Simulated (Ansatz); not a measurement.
# C2H5BrOSi: one species, many methods, part 2 of 2

Ansatz 0.2.0, Gaussian basis; functionals in def2-TZVPP, the program's frozen cores in correlated methods.

## (14) CAM-B3LYP-D4 (range-separated)

in.yaml reads:

```yaml
crystal:
  periodic: [false, false, false]
  atoms:
    - {symbol: C, position_ang: [-0.658707, -1.603707, 1.223339]}
    - {symbol: C, position_ang: [-0.579807, -0.559495, 0.417024]}
    - {symbol: O, position_ang: [0.550956, 0.189313, 0.308224]}
    - {symbol: Si, position_ang: [0.813782, 1.375757, -0.791634]}
    - {symbol: Br, position_ang: [1.040282, 0.535780, -2.829543]}
    - {symbol: H, position_ang: [0.184929, -1.916147, 1.825581]}
    - {symbol: H, position_ang: [-1.582870, -2.160605, 1.286446]}
    - {symbol: H, position_ang: [-1.419420, -0.237398, -0.196362]}
    - {symbol: H, position_ang: [-0.341669, 2.300069, -0.841998]}
    - {symbol: H, position_ang: [2.075624, 2.025334, -0.397977]}
basis:
  gaussian: {orbitals: def2-TZVPP}
hamiltonian: {xc: {name: CAM-B3LYP}, dispersion: d4}
output: {orbitals: {seedname: orbitals}}
```

Started as:

```console
> ansatz run in.yaml --threads 4 --pin off --events-out ev --progress --plain --max-ram 10444MiB
```

Log, shortened:

```text
Functional definition: CAM-B3LYP
  name "CAM-B3LYP"
  cite "Yanai, Tew & Handy, Chem. Phys. Lett. 393, 51 (2004) doi:10.1016/j.cplett.2004.06.011"
  cite "Iikura, Tsuneda, Yanai & Hirao, J. Chem. Phys. 115, 3540 (2001) doi:10.1063/1.1383587"
  cite "Becke, Phys. Rev. A 38, 3098 (1988) doi:10.1103/PhysRevA.38.3098"
  cite "Lee, Yang & Parr, Phys. Rev. B 37, 785 (1988) doi:10.1103/PhysRevB.37.785"
  cite "Vosko, Wilk & Nusair, Can. J. Phys. 58, 1200 (1980) doi:10.1139/p80-159"
[...]
  # Exact exchange under (alpha + beta erf(omega r))/r, Becke's under what is left of 1/r.
[...]
1510 factors; their error is unknown
336 factors; integrals over basis functions are off by at most 2.2e-5 eV
[...]
mean field -82131.80713399 eV, -3018.2882412358 hartree, gradient 3.0e-5 eV, S^2 0.000000; 0 other end points of the search recorded, 0 dependent functions left out
reference -82131.80727681 eV, -3018.2882464843 hartree; 37, 37 occupied and 216, 216 virtual orbitals, 1510 factors
Total energy: -82132.00961286 eV, -3018.2956821969 hartree
```

Wall time 2.3 s (4 threads of Intel Xeon 6975P-C, shared host); peak memory 0.85 GiB.

With the free atoms at this level, -82092.865 eV in sum, the atomisation energy is 3776.9 kJ/mol. HOMO -8.59 eV, LUMO 1.06 eV.

## (15) LC-ωPBE (range-separated)

Edit in.yaml of step 14 so:

```diff
@@ -15,3 +15,3 @@
   gaussian: {orbitals: def2-TZVPP}
-hamiltonian: {xc: {name: CAM-B3LYP}, dispersion: d4}
+hamiltonian: {xc: {name: LC-wPBE}}
 output: {orbitals: {seedname: orbitals}}
```

Launched as before.

Log, shortened:

```text
Functional definition: LC-wPBE
  name "LC-wPBE"
  cite "Vydrov & Scuseria, J. Chem. Phys. 125, 234109 (2006) doi:10.1063/1.2409292"
  cite "Heyd & Scuseria, J. Chem. Phys. 120, 7274 (2004) doi:10.1063/1.1668634"
  cite "Ernzerhof & Perdew, J. Chem. Phys. 109, 3313 (1998) doi:10.1063/1.476928"
  cite "Perdew, Burke & Ernzerhof, Phys. Rev. Lett. 77, 3865 (1996) doi:10.1103/PhysRevLett.77.3865"
  parent pbe
[...]
1470 factors; their error is unknown
436 factors; integrals over basis functions are off by at most 6.9e-5 eV
[...]
mean field -82115.13547257 eV, -3017.6755689790 hartree, gradient 5.5e-5 eV, S^2 0.000000; 0 other end points of the search recorded, 0 dependent functions left out
reference -82115.13547258 eV, -3017.6755689793 hartree; 37, 37 occupied and 216, 216 virtual orbitals, 1470 factors
Total energy: -82115.13547258 eV, -3017.6755689793 hartree
```

Wall time 1.6 s (4 threads of Intel Xeon 6975P-C, shared host); peak memory 0.51 GiB.

Atomisation energy: 3738.7 kJ/mol (free atoms -82076.386 eV, run apart). HOMO -9.97 eV, LUMO 2.24 eV.

## (16) ωB97X-V (range-separated)

Edit in.yaml of step 15 so:

```diff
@@ -15,3 +15,3 @@
   gaussian: {orbitals: def2-TZVPP}
-hamiltonian: {xc: {name: LC-wPBE}}
+hamiltonian: {xc: {name: wB97X-V}}
 output: {orbitals: {seedname: orbitals}}
```

Launched as before.

Log, shortened:

```text
Functional definition: wB97X-V
  name "wB97X-V"
  cite "Mardirossian & Head-Gordon, Phys. Chem. Chem. Phys. 16, 9904 (2014) doi:10.1039/C3CP54374A"
  cite "Becke, J. Chem. Phys. 107, 8554 (1997) doi:10.1063/1.475007"
  cite "Vydrov & Van Voorhis, J. Chem. Phys. 133, 244103 (2010) doi:10.1063/1.3521275"
[...]
      + integral(e_c_pw_opposite_spin*poly(b97_u_opposite, cos0, cos1)) + vv10(b, c)
1510 factors; their error is unknown
313 factors; integrals over basis functions are off by at most 3.8e-5 eV
[...]
mean field -82121.05897241 eV, -3017.8932535830 hartree, gradient 3.4e-5 eV, S^2 0.000000; 0 other end points of the search recorded, 0 dependent functions left out
reference -82121.05897027 eV, -3017.8932535044 hartree; 37, 37 occupied and 216, 216 virtual orbitals, 1510 factors
Total energy: -82121.05897027 eV, -3017.8932535044 hartree
```

Wall time 4.3 s (4 threads of Intel Xeon 6975P-C, shared host); peak memory 0.91 GiB.

With the free atoms at this level, -82081.929 eV in sum, the atomisation energy is 3775.4 kJ/mol. HOMO -9.58 eV, LUMO 2.13 eV.

## (17) ωB97M-V (range-separated)

Edit in.yaml of step 16 so:

```diff
@@ -15,3 +15,3 @@
   gaussian: {orbitals: def2-TZVPP}
-hamiltonian: {xc: {name: wB97X-V}}
-output: {orbitals: {seedname: orbitals}}
+hamiltonian: {xc: {name: wB97M-V}}
+output: {forces: true, orbitals: {seedname: orbitals}}
```

Launched as before.

Log, shortened:

```text
Functional definition: wB97M-V
  name "wB97M-V"
  cite "Mardirossian & Head-Gordon, J. Chem. Phys. 144, 214110 (2016) doi:10.1063/1.4952647"
  cite "Becke, J. Chem. Phys. 107, 8554 (1997) doi:10.1063/1.475007"
  cite "Vydrov & Van Voorhis, J. Chem. Phys. 133, 244103 (2010) doi:10.1063/1.3521275"
  # Of w^i u^j: cxij and so on, Table III.
[...]
  gx(w, u) = 1 - cx + cx01*u + cx10*w
  gss(w, u) = css00 + css04*u^4 + css10*w + css20*w^2 + css43*w^4*u^3
  gos(w, u) = cos00 + cos10*w + (cos20 + cos21*u)*w^2 + (cos60 + cos61*u)*w^6
[...]
      + integral(e_c_pw_mod_opposite_spin*gos(b97_w_opposite, b97_u_opposite)) + vv10(b, c)
1505 factors; their error is unknown
313 factors; integrals over basis functions are off by at most 3.8e-5 eV
[...]
Atom 0 at    -0.658707    -1.603707     1.223339 Å, force    -0.007020    -0.010021     0.004066 eV/Å
Atom 1 at    -0.579807    -0.559495     0.417024 Å, force    -0.348094    -0.228215     0.027898 eV/Å
Atom 2 at     0.550956     0.189313     0.308224 Å, force     0.266005     0.133620     0.000818 eV/Å
Atom 3 at     0.813782     1.375757    -0.791634 Å, force     0.047788     0.241221     0.015334 eV/Å
Atom 4 at     1.040282     0.535780    -2.829543 Å, force    -0.008129    -0.002205     0.026978 eV/Å
Atom 5 at     0.184929    -1.916147     1.825581 Å, force    -0.053150     0.040328    -0.052870 eV/Å
Atom 6 at    -1.582870    -2.160605     1.286446 Å, force     0.068099     0.047094    -0.012297 eV/Å
Atom 7 at    -1.419420    -0.237398    -0.196362 Å, force     0.062859    -0.020050     0.045140 eV/Å
Atom 8 at    -0.341669     2.300069    -0.841998 Å, force     0.139704    -0.119709     0.005195 eV/Å
Atom 9 at     2.075624     2.025334    -0.397977 Å, force    -0.168062    -0.082062    -0.060262 eV/Å
Dipole moment:    -0.158545     0.120433     0.131751 e Å
```

It took 6 s on 4 threads of Intel Xeon 6975P-C, shared host; peak memory 1 GiB.

Atomisation energy: 3774.5 kJ/mol (free atoms -82084.802 eV, run apart). HOMO -9.50 eV, LUMO 1.89 eV.

## (18) B2PLYP (double hybrid)

Edit in.yaml of step 17 so:

```diff
@@ -15,3 +15,2 @@
   gaussian: {orbitals: def2-TZVPP}
-hamiltonian: {xc: {name: wB97M-V}}
-output: {forces: true, orbitals: {seedname: orbitals}}
+hamiltonian: {xc: {name: B2PLYP}}
```

The command is unchanged.

Log, shortened:

```text
Functional definition: B2PLYP
  name "B2PLYP"
  cite "Grimme, J. Chem. Phys. 124, 034108 (2006) doi:10.1063/1.2148954"
  cite "Becke, Phys. Rev. A 38, 3098 (1988) doi:10.1103/PhysRevA.38.3098"
  cite "Lee, Yang & Parr, Phys. Rev. B 37, 785 (1988) doi:10.1103/PhysRevB.37.785"
[...]
1539 factors; integrals over basis functions are off by at most 9.4e-4 eV
[...]
mean field -82104.68556712 eV, -3017.2915420370 hartree, gradient 2.5e-6 eV, S^2 0.000000; 0 other end points of the search recorded, 0 dependent functions left out
17 core orbitals not correlated: weight in the atoms' cores, before any rotation towards them, 1.000 or more for the frozen orbitals, at most 0.000 for the correlated occupied ones
reference -82104.68575295 eV, -3017.2915488661 hartree; 20, 20 occupied and 216, 216 virtual orbitals, 1539 factors
second order -31.15875776 eV of doubles, -0.00000000 eV of singles
Total energy: -82113.09861754 eV, -3017.6007159375 hartree
```

It took 3.4 s on 4 threads of Intel Xeon 6975P-C, shared host; peak memory 0.71 GiB.

Atomisation energy: 3726.9 kJ/mol (free atoms -82074.472 eV, run apart).

## (19) PBE-QIDH (double hybrid)

Edit in.yaml of step 18 so:

```diff
@@ -15,2 +15,2 @@
   gaussian: {orbitals: def2-TZVPP}
-hamiltonian: {xc: {name: B2PLYP}}
+hamiltonian: {xc: {name: PBE-QIDH}}
```

Same command.

Log, shortened:

```text
Functional definition: PBE-QIDH
  name "PBE-QIDH"
  cite "Brémond, Sancho-García, Pérez-Jiménez & Adamo, J. Chem. Phys. 141, 031101 (2014) doi:10.1063/1.4890314"
  cite "Perdew, Burke & Ernzerhof, Phys. Rev. Lett. 77, 3865 (1996) doi:10.1103/PhysRevLett.77.3865"
[...]
1539 factors; integrals over basis functions are off by at most 9.4e-4 eV
[...]
mean field -82092.78307270 eV, -3016.8541334349 hartree, gradient 4.9e-6 eV, S^2 0.000000; 0 other end points of the search recorded, 0 dependent functions left out
17 core orbitals not correlated: weight in the atoms' cores, before any rotation towards them, 1.000 or more for the frozen orbitals, at most 0.000 for the correlated occupied ones
reference -82092.78308640 eV, -3016.8541339381 hartree; 20, 20 occupied and 216, 216 virtual orbitals, 1539 factors
second order -28.99912203 eV of doubles, -0.00000000 eV of singles
Total energy: -82102.44946041 eV, -3017.2093666309 hartree
```

It took 3.4 s on 4 threads of Intel Xeon 6975P-C, shared host; peak memory 0.71 GiB.

Atomisation energy: 3746.0 kJ/mol (free atoms -82063.624 eV, run apart).

## (20) Frontier levels by functional

Dipoles come from the runs that computed forces. Levels, from each run's orbital file:

| functional | HOMO (eV) | LUMO (eV) | gap (eV) | dipole (D) |
| --- | --- | --- | --- | --- |
| LDA (SPW92) | -6.28 | -1.24 | 5.04 |  |
| PBE-D4 | -6.08 | -0.97 | 5.11 | 1.03 |
| revPBE-D4 | -6.01 | -0.87 | 5.14 |  |
| BLYP-D4 | -5.92 | -0.84 | 5.08 |  |
| r2SCAN-D4 | -6.29 | -0.67 | 5.62 | 1.09 |
| B97M-V | -6.31 | -0.66 | 5.65 |  |
| PBE0-D4 | -7.24 | 0.00 | 7.24 |  |
| B3LYP-D4 | -7.02 | -0.24 | 6.78 | 1.13 |
| r2SCANh-D4 | -6.73 | -0.32 | 6.41 |  |
| r2SCAN0-D4 | -7.40 | 0.19 | 7.59 |  |
| HSE06-D4 | -6.84 | -0.38 | 6.46 |  |
| BHLYP-D4 | -8.27 | 1.01 | 9.28 |  |
| CAM-B3LYP-D4 | -8.59 | 1.06 | 9.65 |  |
| LC-ωPBE | -9.97 | 2.24 | 12.21 |  |
| ωB97X-V | -9.58 | 2.13 | 11.72 |  |
| ωB97M-V | -9.50 | 1.89 | 11.40 | 1.15 |

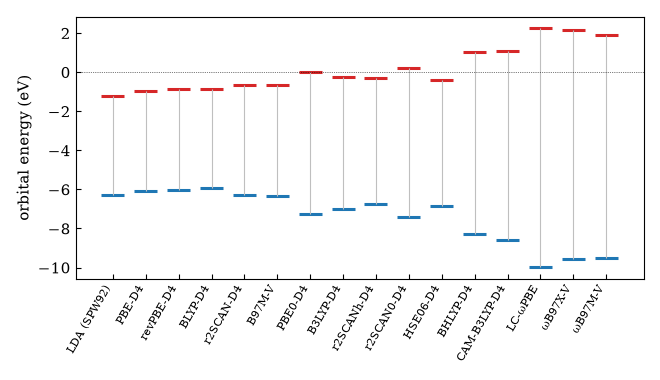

Highest occupied (blue) and lowest empty (red) level by functional.

## (21) CCSD(T) in def2-SVP

Edit in.yaml of step 19 so:

```diff
@@ -14,3 +14,3 @@
 basis:
-  gaussian: {orbitals: def2-TZVPP}
-hamiltonian: {xc: {name: PBE-QIDH}}
+  gaussian: {orbitals: def2-SVP}
+correlation: {method: ccsd_t}
```

Launched as before.

Log, shortened:

```text
Functional definition: HF
  name "HF"
  cite "Fock, Z. Phys. 61, 126 (1930) doi:10.1007/BF01340294"
  parent pbe
[...]
1146 factors; integrals over basis functions are off by at most 1.4e-3 eV
[...]
mean field -82025.84893293 eV, -3014.3943491678 hartree, gradient 1.2e-6 eV, S^2 0.000000; 0 other end points of the search recorded, 0 dependent functions left out
17 core orbitals not correlated: weight in the atoms' cores, before any rotation towards them, 1.000 or more for the frozen orbitals, at most 0.000 for the correlated occupied ones
reference -82025.84893293 eV, -3014.3943491678 hartree; 20, 20 occupied and 80, 80 virtual orbitals, 1146 factors
second order -20.97187308 eV of doubles, -0.00000000 eV of singles
cycle   1  -21.43175205 eV  change   -4.6e-1 eV  update   1.0e-1
[...]
cycle   8  -22.08819961 eV  change   -5.6e-6 eV  update   3.9e-5
perturbative correction -0.61778055 eV, -0.0227030164 hartree
Total energy: -82048.55491308 eV, -3015.2287785478 hartree
```

Run time: 4.3 s. Hardware: 4 threads of Intel Xeon 6975P-C, shared host; peak memory 0.63 GiB.

## (22) CCSD(T) in def2-TZVPP

Edit in.yaml of step 21 so:

```diff
@@ -14,3 +14,4 @@
 basis:
-  gaussian: {orbitals: def2-SVP}
+  gaussian: {orbitals: def2-TZVPP}
 correlation: {method: ccsd_t}
+output: {orbitals: {seedname: orbitals}}
```

Launched as before.

Log, shortened:

```text
Functional definition: HF
  name "HF"
  cite "Fock, Z. Phys. 61, 126 (1930) doi:10.1007/BF01340294"
  parent pbe
[...]
1539 factors; integrals over basis functions are off by at most 9.4e-4 eV
[...]
mean field -82042.37095657 eV, -3015.0015223375 hartree, gradient 6.8e-6 eV, S^2 0.000000; 0 other end points of the search recorded, 0 dependent functions left out
17 core orbitals not correlated: weight in the atoms' cores, before any rotation towards them, 1.000 or more for the frozen orbitals, at most 0.000 for the correlated occupied ones
reference -82042.37095657 eV, -3015.0015223375 hartree; 20, 20 occupied and 216, 216 virtual orbitals, 1539 factors
second order -25.82142097 eV of doubles, -0.00000000 eV of singles
cycle   1  -26.04557768 eV  change   -2.2e-1 eV  update   1.1e-1
[...]
cycle   8  -26.80394282 eV  change    2.2e-5 eV  update   4.9e-5
perturbative correction -1.05857959 eV, -0.0389020822 hartree
Total energy: -82070.23347897 eV, -3016.0254511500 hartree
```

It took 52 s on 4 threads of Intel Xeon 6975P-C, shared host; peak memory 6 GiB.

## (23) MP2 in def2-QZVPP

Edit in.yaml of step 22 so:

```diff
@@ -14,4 +14,3 @@
 basis:
-  gaussian: {orbitals: def2-TZVPP}
-correlation: {method: ccsd_t}
-output: {orbitals: {seedname: orbitals}}
+  gaussian: {orbitals: "def2-QZVPP.json"}
+correlation: {method: mp2}
```

Launched as before.

Log:

```text
Functional definition: HF
  name "HF"
  cite "Fock, Z. Phys. 61, 126 (1930) doi:10.1007/BF01340294"
  parent pbe
  exchange = exact_x
  correlation = 0
2929 factors; integrals over basis functions are off by at most 8.8e-4 eV
mean field evaluation 1: about -82040.5457 eV, gradient 3.8e1 eV
mean field evaluation 2: about -82040.6953 eV, gradient 3.8e1 eV
mean field evaluation 4: about -82044.1037 eV, gradient 4.4e0 eV
mean field evaluation 8: about -82044.1644 eV, gradient 3.6e-1 eV
mean field evaluation 16: about -82044.1650 eV, gradient 1.7e-6 eV
mean field -82044.16498890 eV, -3015.0674518096 hartree, gradient 1.7e-6 eV, S^2 0.000000; 0 other end points of the search recorded, 0 dependent functions left out
17 core orbitals not correlated: weight in the atoms' cores, before any rotation towards them, 1.000 or more for the frozen orbitals, at most 0.000 for the correlated occupied ones
reference -82044.16498890 eV, -3015.0674518096 hartree; 20, 20 occupied and 443, 443 virtual orbitals, 2929 factors
second order -35.82811098 eV of doubles, -0.00000000 eV of singles
Total energy: -82079.99309988 eV, -3016.3841106029 hartree
```

It took 15 s on 4 threads of Intel Xeon 6975P-C, shared host; peak memory 3 GiB.

The pieces so far (eV):

| basis | HF | MP2 correlation | CCSD correlation | (T) | total |
| --- | --- | --- | --- | --- | --- |
| def2-SVP | -82025.8489 | -20.9719 | -22.0882 | -0.6178 | -82048.5549 |
| def2-TZVPP | -82042.3710 | -25.8214 | -26.8039 | -1.0586 | -82070.2335 |
| def2-QZVPP | -82044.1650 | -35.8281 |  |  | -82079.9931 (MP2) |

The report of the def2-TZVPP run gives T1 = 0.0104.

## (24) From triple and quadruple zeta to the limit

No new run: Hartree-Fock is extrapolated as exp(−7.88√X) and correlation as X^−2.97, with X = 3 and 4; only MP2 was run in the larger set, so CCSD(T) minus MP2 is added from the smaller one.

| level | energy at the limit (eV) |
| --- | --- |
| HF | -82044.4121 |
| MP2 | -82087.6526 |
| CCSD | -82088.6351 |
| CCSD(T) | -82089.6937 |

This is no true limit for total energies: MP2 correlation changes by a factor of 1.39 from triple to quadruple zeta (about 1.07 in light molecules), because outer-core shells are correlated in sets not made for them. Much of that cancels between molecule and atoms or ions.

## (25) RPA on PBE orbitals

Edit in.yaml of step 23 so:

```diff
@@ -14,3 +14,4 @@
 basis:
-  gaussian: {orbitals: "def2-QZVPP.json"}
-correlation: {method: mp2}
+  gaussian: {orbitals: def2-TZVPP}
+hamiltonian: {xc: pbe}
+correlation: {method: rpa}
```

Launched as before.

Log, shortened:

```text
Functional definition: PBE
  name "PBE"
  cite "Perdew, Burke & Ernzerhof, Phys. Rev. Lett. 77, 3865 (1996) doi:10.1103/PhysRevLett.77.3865"
  parent pbe
[...]
1539 factors; integrals over basis functions are off by at most 9.4e-4 eV
[...]
mean field -82110.24910881 eV, -3017.4959984229 hartree, gradient 4.5e-6 eV, S^2 0.000000; 0 other end points of the search recorded, 0 dependent functions left out
17 core orbitals not correlated: weight in the atoms' cores, before any rotation towards them, 1.000 or more for the frozen orbitals, at most 0.000 for the correlated occupied ones
reference -82040.59077711 eV, -3014.9361019490 hartree; 20, 20 occupied and 216, 216 virtual orbitals, 1539 factors
Total energy: -82081.92929739 eV, -3016.4552645492 hartree
```

It took 3.1 s on 4 threads of Intel Xeon 6975P-C, shared host; peak memory 0.61 GiB.

RPA correlation: -41.339 eV. No RPA run of the hydrogen atom was made, so RPA has no atomisation energy below.

## (26) All levels against the reference

Free atoms (2 C, 1 O, 1 Si, 1 Br, 5 H) were run apart at each level; the atomisation energy is their sum less the molecule, without zero-point or spin-orbit terms.

Differences are taken before rounding.

| method | rung | atoms, summed (eV) | atomisation energy (kJ/mol) | from CCSD(T)/CBS (kJ/mol) | time |
| --- | --- | --- | --- | --- | --- |
| LDA (SPW92) | LDA | -81922.145 | 4310.6 | +531.2 | 0.8 s |
| PBE-D4 | GGA | -82070.719 | 3836.4 | +57.0 | 1.4 s |
| revPBE-D4 | GGA | -82082.837 | 3740.7 | -38.8 | 1.1 s |
| BLYP-D4 | GGA | -82090.830 | 3756.3 | -23.1 | 1.2 s |
| r2SCAN-D4 | meta-GGA | -82087.444 | 3784.8 | +5.4 | 2.3 s |
| B97M-V | meta-GGA | -82075.771 | 3772.8 | -6.7 | 4.5 s |
| PBE0-D4 | hybrid | -82074.872 | 3769.2 | -10.2 | 1.8 s |
| B3LYP-D4 | hybrid | -82092.917 | 3761.2 | -18.2 | 2.9 s |
| r2SCANh-D4 | hybrid | -82087.435 | 3759.2 | -20.3 | 2.8 s |
| r2SCAN0-D4 | hybrid | -82087.438 | 3722.6 | -56.8 | 2.6 s |
| HSE06-D4 | hybrid | -82074.554 | 3772.2 | -7.2 | 2.1 s |
| BHLYP-D4 | hybrid | -82089.959 | 3656.4 | -123.0 | 2 s |
| CAM-B3LYP-D4 | range-separated | -82092.865 | 3776.9 | -2.6 | 2.3 s |
| LC-ωPBE | range-separated | -82076.386 | 3738.7 | -40.7 | 1.6 s |
| ωB97X-V | range-separated | -82081.929 | 3775.4 | -4.0 | 4.3 s |
| ωB97M-V | range-separated | -82084.802 | 3774.5 | -4.9 | 6 s |
| B2PLYP | double hybrid | -82074.472 | 3726.9 | -52.5 | 3.4 s |
| PBE-QIDH | double hybrid | -82063.624 | 3746.0 | -33.4 | 3.4 s |
| HF/def2-TZVPP | wavefunction | -82013.719 | 2764.5 | -1014.9 |  |
| MP2/def2-TZVPP | wavefunction | -82029.369 | 3745.9 | -33.5 |  |
| CCSD/def2-TZVPP | wavefunction | -82031.745 | 3611.5 | -168.0 |  |
| CCSD(T)/def2-SVP | wavefunction | -82011.819 | 3544.5 | -235.0 | 4.3 s |
| CCSD(T)/def2-TZVPP | wavefunction | -82032.185 | 3671.1 | -108.3 | 52 s |
| MP2/CBS | wavefunction | -82047.707 | 3854.2 | +74.8 |  |
| CCSD(T)/CBS | wavefunction | -82050.523 | 3779.4 | 0 | 67 s |

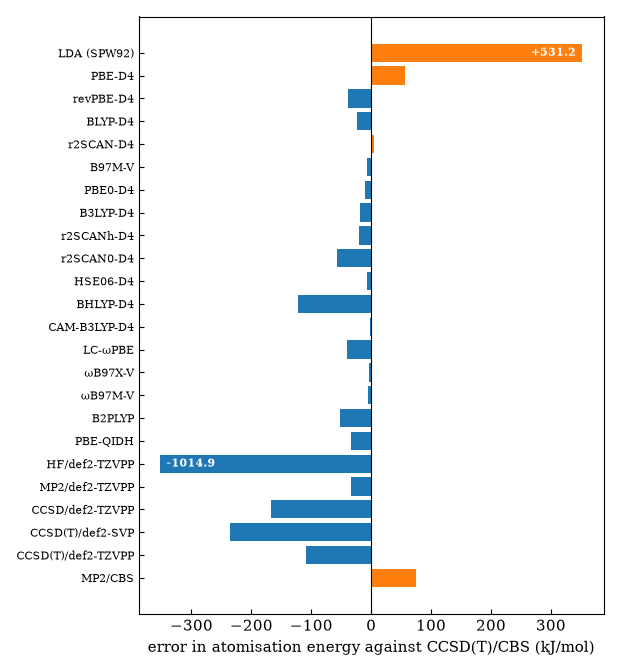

How far each level lands from CCSD(T)/CBS. Bars with a number in them are cut short.

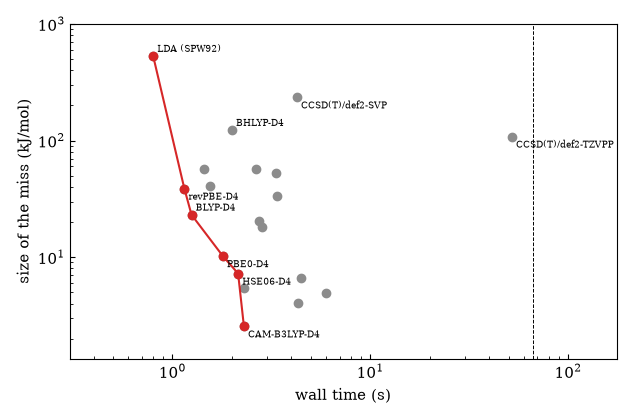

Miss against cost. Red marks the levels that no quicker level drawn beats (of those quicker than the yardstick), and the dashed line is the time of CCSD(T)/CBS. Only those levels and the largest misses are named. Times are from a shared host.

LDA (SPW92), LC-ωPBE, B2PLYP, PBE-QIDH carry no dispersion term (for B3LYP, D4 adds 36.1 kJ/mol).

Times are those of the molecule's run; HF, MP2 and CCSD come out of the CCSD(T) runs, and the limit's time is the sum of the runs that it needs.

## (27) Outcome

This closing draws on all 2 parts.

```
                               quantity                                                                                                          value
        atomisation energy, CCSD(T)/CBS                                                                                                  3779.4 kJ/mol
 functionals within 37.8 kJ/mol (1.0 %)  BLYP-D4, r2SCAN-D4, B97M-V, PBE0-D4, B3LYP-D4, r2SCANh-D4, HSE06-D4, CAM-B3LYP-D4, ωB97X-V, ωB97M-V, PBE-QIDH
                    farthest beyond LDA                                                                                       BHLYP-D4 (-123.0 kJ/mol)
                mean size of error, GGA                                                                                                    39.6 kJ/mol
           mean size of error, meta-GGA                                                                                                     6.0 kJ/mol
             mean size of error, hybrid                                                                                                    39.3 kJ/mol
    mean size of error, range-separated                                                                                                    13.0 kJ/mol
      mean size of error, double hybrid                                                                                                    42.9 kJ/mol
              gap, smallest and largest                                                                      5.04 eV (LDA (SPW92)), 12.21 eV (LC-ωPBE)
                          T1 diagnostic                                                                                                         0.0104
triples share of the correlation energy                                                                                                          3.8 %
```

In words: LDA overbinds by 531.2 kJ/mol (14 %). PBE-D4 misses by +57.0 kJ/mol. Double hybrids carry the basis error of their MP2 part in triple zeta, and no dispersion term here, so their miss is partly the set-up's. The rungs meta-GGA, range-separated miss on average by less than the doubt on the reference (37.8 kJ/mol), so they tie. Misses under about 37.8 kJ/mol are within the doubt on the reference itself, which lacks core-valence correlation, relativity and higher excitations, and its outer-core shells are covered unevenly. All levels share the lack of spin-orbit coupling, which lowers the free heavy atoms and so the true binding. Hartree-Fock recovers 73 % of the binding; the rest is correlation. CCSD(T) in def2-SVP is off by -235.0 kJ/mol, more than most functionals: a good method in a small basis is no reference. Orbital gaps span 5.0 to 12.2 eV; exact exchange widens them. Correlated methods include outer-core shells of Br, which these sets cover unevenly.

CAM-B3LYP-D4 reaches 2.6 kJ/mol from the reference in 2.3 s, where CCSD(T)/CBS took 67 s; the quickest level in the cost chart, LDA (SPW92), takes 0.8 s and misses by 531.2 kJ/mol.
